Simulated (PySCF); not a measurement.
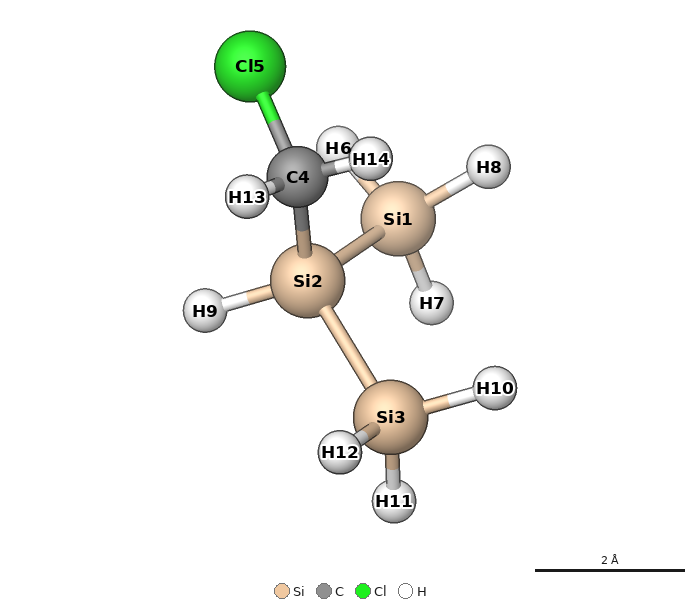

Numbered structure. The geometry was computed by an optimisation with PBE0-D3(BJ)/def2-SVP. No frequency run is at hand to confirm it as a minimum.

**Describe the coordination of atom 4.**

C4 has 4 neighbours (Si2 at 1.90, Cl5 at 1.79, H13 at 1.10, H14 at 1.10 Å); the arrangement is tetrahedral.

**Describe the coordination of atom 3.**

Si3 has 4 neighbours (Si2 at 2.35, H10 at 1.50, H11 at 1.50, H12 at 1.50 Å); the arrangement is tetrahedral.

**How are the neighbours of atom 1 arranged?**

Si1 has 4 neighbours (Si2 at 2.35, H6 at 1.49, H7 at 1.50, H8 at 1.50 Å); the arrangement is tetrahedral.

**Describe the coordination of atom 2.**

Si2 has 4 neighbours (Si1 at 2.35, Si3 at 2.35, C4 at 1.90, H9 at 1.50 Å); the arrangement is tetrahedral.

**What is the dihedral angle Si1–Si2–C4–Cl5?**

52° in size, that is gauche.
